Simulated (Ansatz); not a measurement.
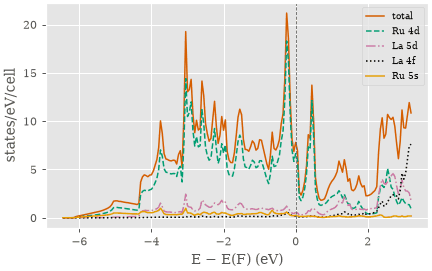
Figure. Total and projected density of states of LaRu2 (cubic Laves (MgCu2 type), Fd-3m), DFT-r²SCAN in the program Ansatz with PAW potentials

Question: Which orbitals carry the states next to the Fermi level?

Answer: Within 0.5 eV of the Fermi level: Ru 4d 85 %, La 5d 7 %. Projections are on Löwdin-orthogonalised atomic valence shells; empty p or d shells of many metals are not among them.

The workflow started from an entry of the Crystallography Open Database (COD). Whether it is the stable phase at ambient conditions was not checked. The cell was relaxed with r²SCAN under the symmetry of its start; whether a distortion lowers the energy is not shown. The run is not spin-polarised. Scalar-relativistic: spin–orbit coupling is off unless named, which matters more the heavier the elements.

Potentials: the later of the program's two PAW sets.
